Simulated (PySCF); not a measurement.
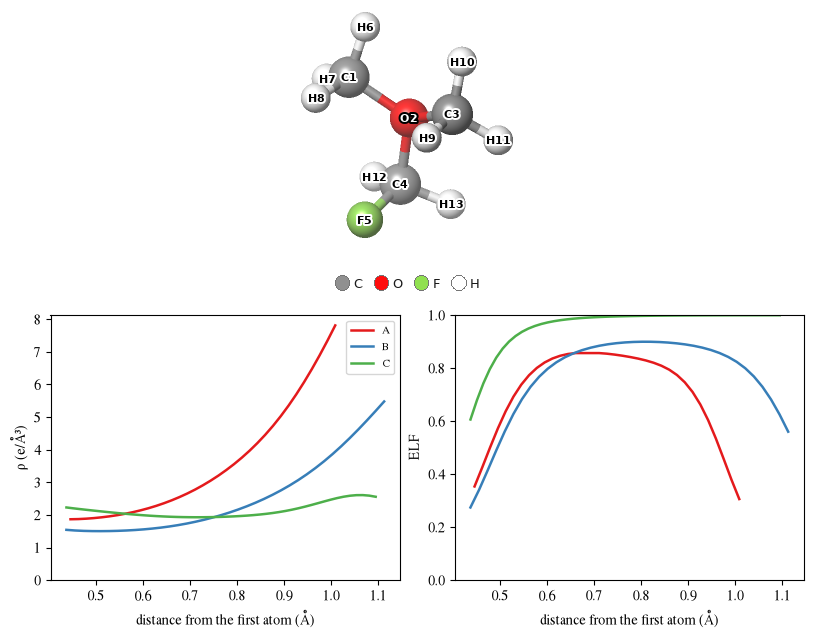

*C$_{3}$H$_{8}$FO (SMILES C[O+](C)CF) (charge +1). Electron density and ELF along straight lines between neighbouring atoms. The curves leave out the atomic cores. The structure is drawn too.*

Geometry: PBE0-D3(BJ)/def2-SVP.

These are results of B3LYP/def2-SVPD, SCF density, gas phase (PySCF), not measurements.

```yaml
atoms:
  - { symbol: C, position_ang: [-0.2846, 1.1154, -0.8448] }
  - { symbol: O, position_ang: [0.0445, -0.2074, -0.2926] }
  - { symbol: C, position_ang: [1.3514, -0.2934, 0.3759] }
  - { symbol: C, position_ang: [-1.0515, -0.8912, 0.3858] }
  - { symbol: F, position_ang: [-1.3232, -0.2355, 1.5022] }
  - { symbol: H, position_ang: [0.5596, 1.3999, -1.4810] }
  - { symbol: H, position_ang: [-1.1920, 0.9833, -1.4438] }
  - { symbol: H, position_ang: [-0.4370, 1.8190, -0.0165] }
  - { symbol: H, position_ang: [1.3222, 0.3075, 1.2937] }
  - { symbol: H, position_ang: [2.0876, 0.0816, -0.3423] }
  - { symbol: H, position_ang: [1.5226, -1.3548, 0.5851] }
  - { symbol: H, position_ang: [-1.8933, -0.8680, -0.3199] }
  - { symbol: H, position_ang: [-0.6848, -1.9076, 0.5848] }
```

### Which curve belongs to which contact (C–F, C–H and C–O)? The first atom named is at distance zero.

Curve A: C–F (1.32 Å): the density is about 2.4 e/Å³ at the midpoint; the ELF peaks at about 0.85 between the atoms, as expected for a polar covalent bond. Curve B: C–O (1.46 Å): the density is about 1.8 e/Å³ at the midpoint, with its minimum of 1.5 e/Å³ about 0.5 Å from C; the ELF peaks at about 0.90 between the atoms, as expected for a shared but strongly polarised pair. Curve C: C–H (1.09 Å): ρ is about 2.1 e/Å³ halfway; the ELF climbs to about 1 towards the hydrogen, as it does in any bond to H; a covalent bond by its length.
